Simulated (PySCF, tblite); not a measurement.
# C₃H₄BF₃S: geometry, infrared bands and NMR shifts

What infrared bands and NMR shifts should C₃H₄BF₃S (`F/C=C\BSC(F)F`) show?

The runs use tblite 0.8.0 and PySCF 2.14.0, with density-fitted response routines of our own; the level of theory stands in each step. All values are computed, except where a source is named. Atoms are numbered from 0 throughout.

## (1) The starting structure

12 atoms, charge 0, multiplicity 1; geometry from: force field or distance geometry start.

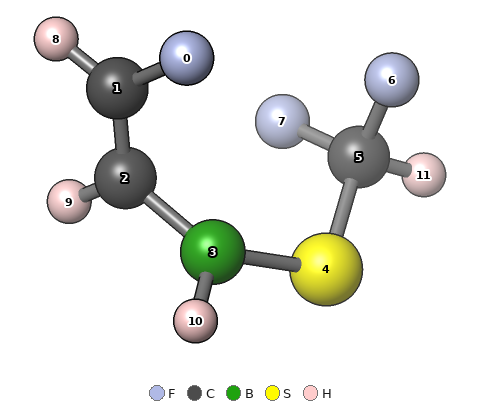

The starting geometry (fluorine light blue, carbon dark grey, boron green, sulfur yellow, hydrogen pink), atoms numbered.

## (2) Relaxing the molecule with GFN2-xTB

The job: settings as JSON, then the geometry in Å.

```
{"job": {"kind": "relax", "xc": "GFN2-xTB", "basis": "xTB"}, "charge": 0, "multiplicity": 1}
F     -1.449200     1.660800     1.050300
C     -1.766700     1.023800    -0.115100
C     -1.393800    -0.246600    -0.324800
B     -0.597100    -1.058000     0.739900
S      1.247800    -1.364100     0.656800
C      2.131500    -0.031200    -0.174500
F      2.101700     1.162200     0.542600
F      1.691700     0.203700    -1.452400
H     -2.313600     1.553900    -0.871200
H     -1.660100    -0.748800    -1.255800
H     -1.204500    -1.838700     1.421000
H      3.213400    -0.317700    -0.242900
```

Launch:

```sh
> OMP_NUM_THREADS=1 python probes_run.py task.json out
```

One launch serves the whole session: the jobs run in the order shown.

What it wrote:

```text
step      E/eV     max force
  0    -737.41069    1.525
  1    -737.56411    1.149
  2    -737.66505    1.116
  3    -737.69882    0.614
  4    -737.72582    0.396
  5    -737.73719    0.320
  6    -737.75110    0.278
  7    -737.76009    0.285
  8    -737.76655    0.260
  9    -737.77193    0.223
 10    -737.77874    0.258
 11    -737.78667    0.262
 12    -737.79395    0.187
 13    -737.79910    0.203
 14    -737.80298    0.233
 15    -737.80762    0.228
 16    -737.81347    0.210
 17    -737.81870    0.178
 18    -737.82225    0.154
 19    -737.82494    0.158
 20    -737.82742    0.149
 21    -737.82979    0.121
 22    -737.83180    0.141
 23    -737.83362    0.133
 24    -737.83584    0.156
 25    -737.83891    0.149
 26    -737.84248    0.154
 27    -737.84550    0.132
 28    -737.84789    0.119
 29    -737.85008    0.126
 30    -737.85237    0.143
 31    -737.85546    0.173
 32    -737.85892    0.168
 33    -737.86162    0.115
 34    -737.86303    0.079
 35    -737.86383    0.085
 36    -737.86467    0.081
 37    -737.86550    0.083
 38    -737.86626    0.081
 39    -737.86704    0.099
 40    -737.86808    0.109
 41    -737.86941    0.112
 42    -737.87085    0.098
 43    -737.87205    0.081
 44    -737.87300    0.103
 45    -737.87402    0.094
 46    -737.87561    0.120
 47    -737.87715    0.127
 48    -737.87841    0.093
 49    -737.87944    0.112
 50    -737.88034    0.092
 51    -737.88095    0.063
 52    -737.88136    0.053
 53    -737.88163    0.045
 54    -737.88194    0.050
 55    -737.88234    0.053
 56    -737.88290    0.066
 57    -737.88347    0.058
 58    -737.88390    0.043
 59    -737.88421    0.048
 60    -737.88456    0.059
 61    -737.88501    0.064
 62    -737.88550    0.064
 63    -737.88591    0.051
 64    -737.88618    0.036
 65    -737.88636    0.040
 66    -737.88651    0.035
 67    -737.88664    0.023
 68    -737.88676    0.029
 69    -737.88689    0.030
 70    -737.88710    0.036
 71    -737.88737    0.037
 72    -737.88760    0.033
 73    -737.88779    0.039
 74    -737.88800    0.049
 75    -737.88839    0.054
 76    -737.88907    0.067
 77    -737.89006    0.090
 78    -737.89107    0.099
 79    -737.89181    0.084
 80    -737.89239    0.054
 81    -737.89300    0.059
 82    -737.89347    0.057
 83    -737.89334    0.120
 84    -737.89398    0.041
 85    -737.89416    0.036
 86    -737.89489    0.059
 87    -737.89544    0.064
 88    -737.89678    0.123
 89    -737.89933    0.151
 90    -737.89915    0.430
 91    -737.90542    0.382
 92    -737.91136    0.208
 93    -737.91143    0.585
 94    -737.92175    0.169
 95    -737.92720    0.182
 96    -737.93488    0.427
 97    -737.94392    0.285
 98    -737.95095    0.235
 99    -737.95585    0.388
100    -737.95909    0.325
101    -737.96698    0.209
102    -737.96999    0.321
103    -737.97431    0.226
104    -737.97642    0.144
105    -737.97779    0.177
106    -737.97894    0.155
107    -737.97902    0.116
108    -737.97966    0.110
109    -737.98015    0.080
110    -737.98051    0.083
111    -737.98157    0.085
112    -737.98279    0.097
113    -737.98386    0.131
114    -737.98485    0.132
115    -737.98637    0.165
116    -737.98775    0.126
117    -737.98859    0.211
118    -737.98965    0.069
119    -737.99076    0.070
120    -737.99229    0.135
121    -737.99335    0.121
122    -737.99423    0.059
123    -737.99447    0.093
124    -737.99470    0.080
125    -737.99487    0.029
126    -737.99504    0.031
127    -737.99515    0.045
128    -737.99523    0.029
129    -737.99532    0.028
130    -737.99543    0.035
131    -737.99554    0.034
132    -737.99564    0.023
133    -737.99565    0.040
134    -737.99571    0.009
```

Run time: 0.57 s. Hardware: 1 thread of Intel Xeon 6975P-C, shared host.

Step by step: (not every step is listed)

| step | energy from step 0 (eV) | largest force (eV/Å) |
| --- | --- | --- |
| 0 | 0.0000 | 1.5245 |
| 1 | -0.1534 | 1.1485 |
| 2 | -0.2544 | 1.1163 |
| 3 | -0.2881 | 0.6137 |
| 4 | -0.3151 | 0.3963 |
| 5 | -0.3265 | 0.3204 |
| 6 | -0.3404 | 0.2779 |
| 7 | -0.3494 | 0.2849 |
| 8 | -0.3559 | 0.2602 |
| 20 | -0.4167 | 0.1487 |
| 32 | -0.4482 | 0.1682 |
| 44 | -0.4623 | 0.1027 |
| 56 | -0.4722 | 0.0664 |
| 68 | -0.4761 | 0.0287 |
| 80 | -0.4817 | 0.0539 |
| 92 | -0.5007 | 0.2081 |
| 104 | -0.5657 | 0.1439 |
| 116 | -0.5771 | 0.1260 |
| 128 | -0.5845 | 0.0291 |
| 129 | -0.5846 | 0.0281 |
| 130 | -0.5847 | 0.0350 |
| 131 | -0.5848 | 0.0340 |
| 132 | -0.5849 | 0.0227 |
| 133 | -0.5850 | 0.0401 |
| 134 | -0.5850 | 0.0094 |

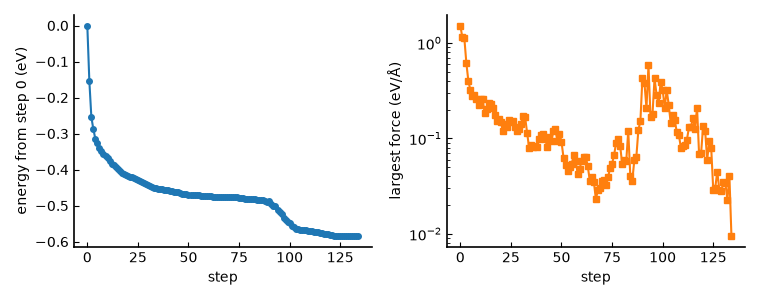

Energy and force, step by step.

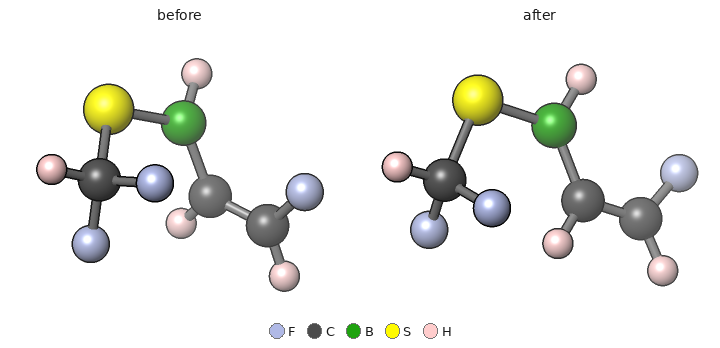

The geometry before (left) and after (right).

Distances of close pairs at the start and the end, largest changes first:

| bond | before (Å) | after (Å) | change (Å) |
| --- | --- | --- | --- |
| B3–S4 | 1.872 | 1.775 | -0.097 |
| C5–F6 | 1.393 | 1.346 | -0.047 |
| B3–H10 | 1.201 | 1.167 | -0.034 |
| S4–C5 | 1.802 | 1.836 | +0.034 |
| F0–C1 | 1.366 | 1.334 | -0.031 |
| C5–F7 | 1.372 | 1.346 | -0.026 |
| C5–H11 | 1.121 | 1.098 | -0.023 |
| C2–B3 | 1.558 | 1.540 | -0.018 |

The next job starts from the end point, and lists it.

## (3) Vibrational analysis with GFN2-xTB

The job: settings as JSON, then the geometry in Å.

```
{"job": {"kind": "ir", "xc": "GFN2-xTB", "basis": "xTB"}, "charge": 0, "multiplicity": 1}
F     -3.076533     0.387029     0.811537
C     -2.150574     0.837669    -0.037003
C     -0.900109     0.379258    -0.057992
B     -0.380403    -0.717598     0.889261
S      1.285017    -1.330963     0.886414
C      2.163232    -0.395626    -0.427240
F      2.150930     0.929416    -0.191309
F      1.597660    -0.576226    -1.634904
H     -2.556607     1.605397    -0.683752
H     -0.273500     0.848488    -0.802776
H     -1.062848    -1.226681     1.687112
H      3.204934    -0.740848    -0.465375
```

What it wrote:

```text
mode    cm-1     km/mol
  1      25.0      0.65
  2      90.9      8.71
  3     107.8      1.70
  4     134.5      0.28
  5     162.2      1.75
  6     272.1     10.72
  7     300.4      0.38
  8     378.5      8.41
  9     415.9     11.76
 10     542.0      6.65
 11     581.6     14.03
 12     681.5     44.29
 13     699.8     85.22
 14     785.1     17.76
 15     785.7     19.62
 16     910.7      0.00
 17     971.4     46.60
 18    1033.3    197.74
 19    1034.8    118.19
 20    1058.8    187.77
 21    1115.0    119.54
 22    1203.1     44.89
 23    1238.1      8.94
 24    1245.7     11.12
 25    1337.4     20.65
 26    1637.5    302.80
 27    2690.2     50.02
 28    2926.2      4.90
 29    3051.9     16.05
 30    3091.7      7.85
```

Wall time 0.25 s (1 thread of Intel Xeon 6975P-C, shared host).

Which atoms move in the most intense modes:

| cm⁻¹ | km/mol | atoms |
| --- | --- | --- |
| 700 | 85.2 | H10 62 %, B3 27 % |
| 971 | 46.6 | H10 35 %, C2 28 %, B3 13 %, F0 13 % |
| 1033 | 197.7 | C5 61 %, F6 23 %, F7 11 % |
| 1035 | 118.2 | C5 43 %, F7 20 %, H10 11 %, B3 10 % |
| 1059 | 187.8 | C1 22 %, H10 22 %, F0 17 %, C5 11 % |
| 1115 | 119.5 | B3 39 %, H9 20 % |
| 1638 | 302.8 | C1 50 %, C2 46 % |
| 2690 | 50.0 | H10 92 % |

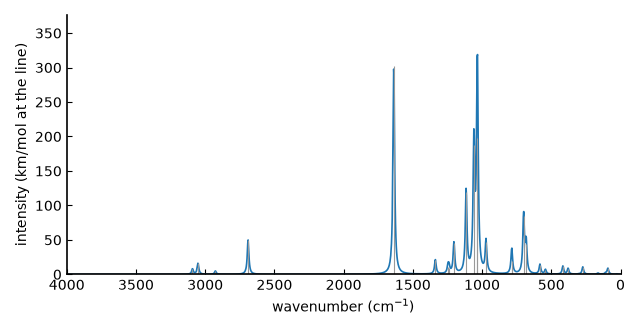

The infrared spectrum from these modes, unscaled. Lines are broadened to a width of 14 cm⁻¹ (Lorentzian).

## (4) Nuclear shieldings: PBE0/pcSseg-1

The job, as its differences from that of step 3:

```diff
@@ -1,2 +1,2 @@
-{"job": {"kind": "ir", "xc": "GFN2-xTB", "basis": "xTB"}, "charge": 0, "multiplicity": 1}
+{"job": {"kind": "nmr", "xc": "PBE0", "basis": "pcSseg-1"}, "charge": 0, "multiplicity": 1}
 F     -3.076533     0.387029     0.811537
```

With the program's defaults for keys left out, this is: GIAO PBE0/pcSseg-1 NMR shielding, non-relativistic, gas phase.

What it wrote:

```text
coarse grid: 11712 points
cycle   1  E = -838.4424874417  dE =  1.109e+00  |g| = 8.298e-01  |ddm| = 3.117e+00
cycle   2  E = -838.2879122951  dE =  1.546e-01  |g| = 1.257e+00  |ddm| = 1.195e+00
cycle   3  E = -838.5701193577  dE = -2.822e-01  |g| = 7.704e-02  |ddm| = 7.261e-01
cycle   4  E = -838.5708804507  dE = -7.611e-04  |g| = 5.476e-02  |ddm| = 1.147e-01
cycle   5  E = -838.5715839896  dE = -7.035e-04  |g| = 1.332e-02  |ddm| = 5.253e-02
cycle   6  E = -838.5716212029  dE = -3.721e-05  |g| = 3.742e-03  |ddm| = 1.233e-02
cycle   7  E = -838.5716244654  dE = -3.262e-06  |g| = 4.550e-04  |ddm| = 2.943e-03
final grid: 112880 points
cycle   8  E = -838.6382401900  dE = -4.331e-05  |g| = 8.087e-03  |ddm| = 2.763e-02
cycle   9  E = -838.6382292653  dE =  1.092e-05  |g| = 1.096e-02  |ddm| = 1.459e-02
cycle  10  E = -838.6382552452  dE = -2.598e-05  |g| = 9.697e-04  |ddm| = 8.490e-03
cycle  11  E = -838.6382553837  dE = -1.386e-07  |g| = 3.633e-04  |ddm| = 1.126e-03
cycle  12  E = -838.6382554081  dE = -2.433e-08  |g| = 9.397e-05  |ddm| = 3.829e-04
cycle  13  E = -838.6382554100  dE = -1.971e-09  |g| = 3.947e-05  |ddm| = 9.959e-05
cycle  14  E = -838.6382554105  dE = -4.025e-10  |g| = 6.957e-06  |ddm| = 3.545e-05
converged SCF energy = -838.6382554105

GIAO shielding tensors (ppm)
atom      isotropic    diamagn.    paramagn.     s11        s22        s33       span
  0 F      247.692     471.212    -223.520     98.262    235.373    409.441    311.178
  1 C       11.206     247.761    -236.556    -92.449     51.034     75.032    167.481
  2 C       70.389     260.862    -190.473    -46.633     90.651    167.150    213.782
  3 B       45.987     192.178    -146.190    -10.307     18.623    129.646    139.953
  4 S      317.030    1057.131    -740.101    102.290    424.075    424.725    322.436
  5 C       59.685     238.185    -178.500     34.409     67.470     77.177     42.769
  6 F      270.978     476.890    -205.911    169.700    296.620    346.615    176.916
  7 F      271.189     476.858    -205.669    170.059    296.781    346.729    176.670
  8 H       24.375      28.543      -4.168     21.242     24.452     27.431      6.188
  9 H       25.275      34.250      -8.975     21.395     23.168     31.263      9.868
 10 H       24.526      28.793      -4.267     21.468     24.168     27.942      6.474
 11 H       24.517      26.203      -1.686     21.919     22.797     28.836      6.917
```

It took 18 s on 1 thread of Intel Xeon 6975P-C, shared host; peak memory 0.73 GiB.

The references, computed at this level on geometries of the same kind, shield at (ppm): 1H TMS 31.72, 13C TMS 186.9, 19F CFCl3 170.9, 11B BF3·OEt2 100.1, 33S CS2 504. Their shielding less the atom's gives the shift. The references are single molecules in the gas phase, so shifts against H2O, NH3, PH3, H3PO4 or CFCl3 are not on the usual liquid scales and can be off by tens of ppm. Atoms listed in one row are averaged.

| atoms | environment | σ (ppm) | δ (ppm) | δ scaled to CDCl3 |
| --- | --- | --- | --- | --- |
| C1 | alkene CH | 11.2 | 175.7 | 169.6 |
| C5 | sp3 CH bonded to 2 F and S | 59.7 | 127.2 | 117.9 |
| C2 | alkene CH | 70.4 | 116.5 | 111.8 |
| H8 | hydrogen on an alkene CH | 24.38 | 7.34 | 7.03 |
| H11 | hydrogen on an sp3 CH bonded to 2 F and S | 24.52 | 7.20 | 6.89 |
| H10 | hydrogen on a boron bonded to C, S | 24.53 | 7.19 | – |
| H9 | hydrogen on an alkene CH | 25.28 | 6.44 | 6.18 |
| F0 | vinylic fluorine | 247.7 | -76.7 | – |
| F6, F7 | fluorine of a CF2 group | 271.1 | -100.1 | – |
| B3 | boron bonded to C, S, H | 46.0 | 54.1 | – |
| S4 | sulfur bonded to C, B | 317 | 187 | – |

The scaled column applies a straight-line fit of computed shieldings to shifts measured in CDCl3, with any fitted terms for Cl, Br or S neighbours, and one for carbons that bear F (root-mean-square error 0.16 ppm for H, 1.9 ppm for C).

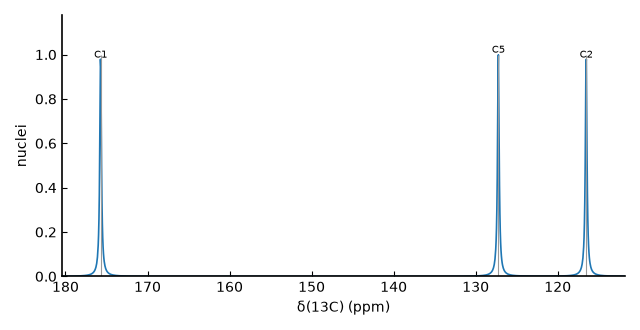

13C lines at the computed shifts, without couplings. Lines are broadened to a width of 0.24 ppm (Lorentzian).

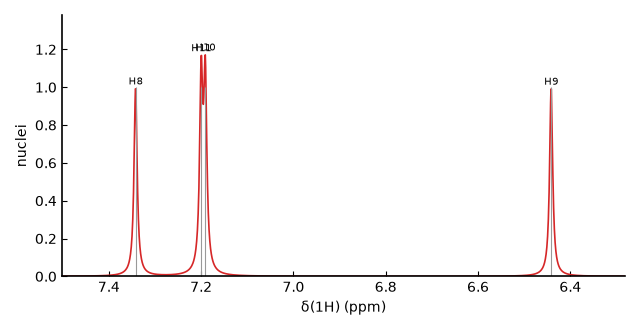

1H lines at the computed shifts, without couplings. Lines are broadened to a width of 0.01 ppm (Lorentzian).

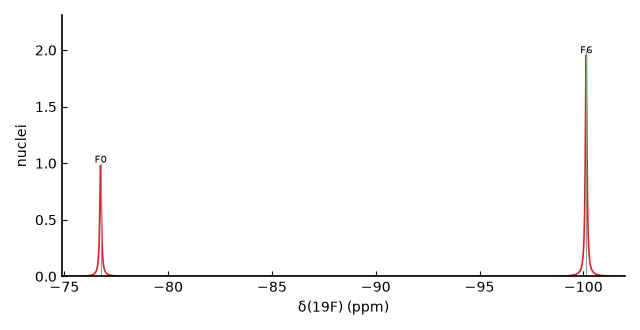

19F lines at the computed shifts, without couplings. Lines are broadened to a width of 0.09 ppm (Lorentzian).

The run also stored atomic charges by several schemes (e):

| atoms | Mulliken | IAO | Hirshfeld | ESP fit |
| --- | --- | --- | --- | --- |
| F0 | -0.25 | -0.25 | -0.06 | -0.16 |
| C1 | 0.27 | 0.22 | 0.09 | 0.21 |
| C2 | -0.47 | -0.34 | -0.16 | -0.54 |
| B3 | 0.29 | -0.07 | 0.08 | 0.40 |
| S4 | -0.15 | 0.12 | -0.01 | -0.28 |
| C5 | 0.38 | 0.35 | 0.15 | 0.33 |
| F6, F7 | -0.28 | -0.28 | -0.09 | -0.19 |

Mulliken charges:

| atom | value (e) |
| --- | --- |
| F0 | -0.25 |
| C1 | 0.27 |
| C2 | -0.47 |
| B3 | 0.29 |
| S4 | -0.15 |
| C5 | 0.38 |
| F6 | -0.28 |
| F7 | -0.28 |
| H8 | 0.11 |
| H9 | 0.15 |
| H10 | 0.07 |
| H11 | 0.15 |

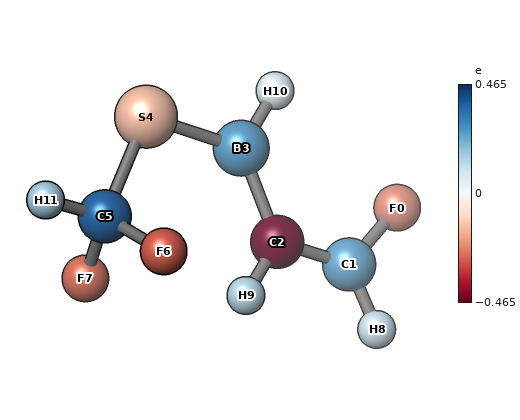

Mulliken charges, as colours on the atoms.

Mayer bond orders: F0–C1 0.99, C1–C2 1.82, C2–B3 1.04, B3–S4 1.14, S4–C5 1.02, C5–F6 0.95, C5–F7 0.95.

The fields below are evaluated on a grid from the run's orbitals.

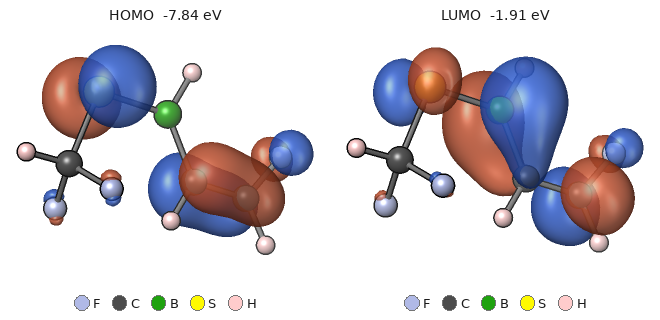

PBE0/pcSseg-1 orbitals near the gap, drawn at the value that encloses 70 % of each; the two colours are the two signs.

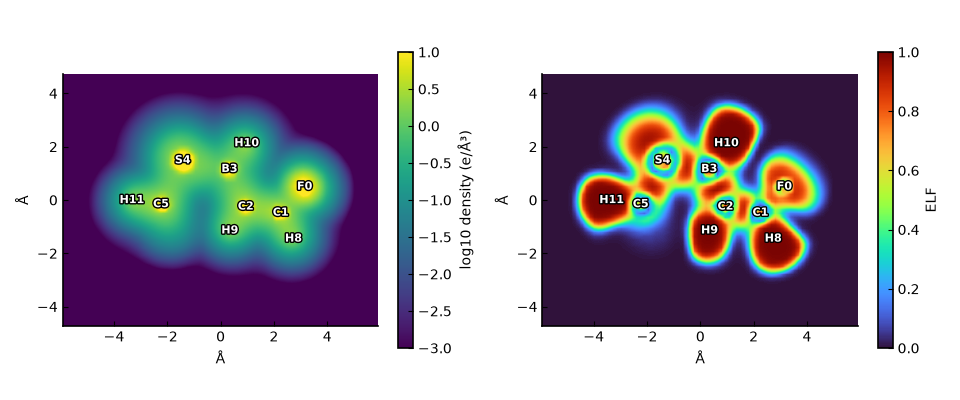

Density (left) and ELF (right) in a plane through or near 10 of the atoms.

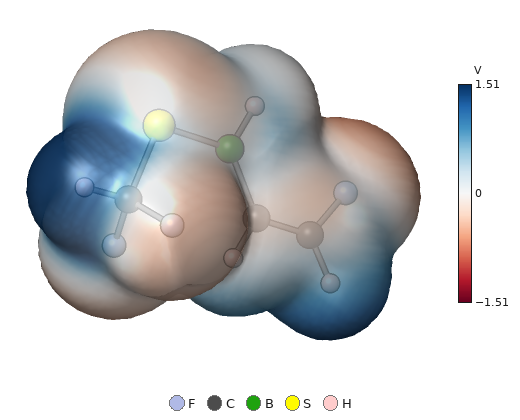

The potential that a unit positive charge feels on the 0.002 e/bohr³ surface, from the 1st to the 99th percentile, from -0.61 V near F0 to 1.51 V near H11.

## (5) Outcome

| quantity | value |
| --- | --- |
| strongest single infrared mode (GFN2-xTB) | 1638 cm⁻¹, 303 km/mol |
| zero-point energy (GFN2-xTB) | 43.6 kcal/mol |
| 13C shifts against TMS (PBE0/pcSseg-1) | 175.7, 127.2, 116.5 ppm |
| 1H shifts against TMS (PBE0/pcSseg-1) | 7.34, 7.20, 7.19, 6.44 ppm |
| 19F shifts against CFCl3 (PBE0/pcSseg-1, means over atoms taken as alike) | -76.7, -100.1 ppm |
| 11B shifts against BF3·OEt2 (PBE0/pcSseg-1) | 54.1 ppm |
| 33S shifts against CS2 (PBE0/pcSseg-1) | 187 ppm |
| surface potential, 1st and 99th percentile | -0.61 V and 1.51 V |

What this shows: Relaxing lowered the energy by 0.585 eV in 134 steps; the close pair that moved most is B3–S4, from 1.872 to 1.775 Å. No mode is imaginary among the 30: a minimum at this level. The strongest single mode, at 1638 cm⁻¹, moves mainly C1 and C2. GFN2-xTB is a fitted tight-binding method: band positions and strengths are rough. Its intensities can rank the bands wrongly. At PBE0/pcSseg-1, counted by nearest atom on the grid, the HOMO lies on S4 36 %; C2 25 %, the LUMO on B3 36 %; C1 23 %.
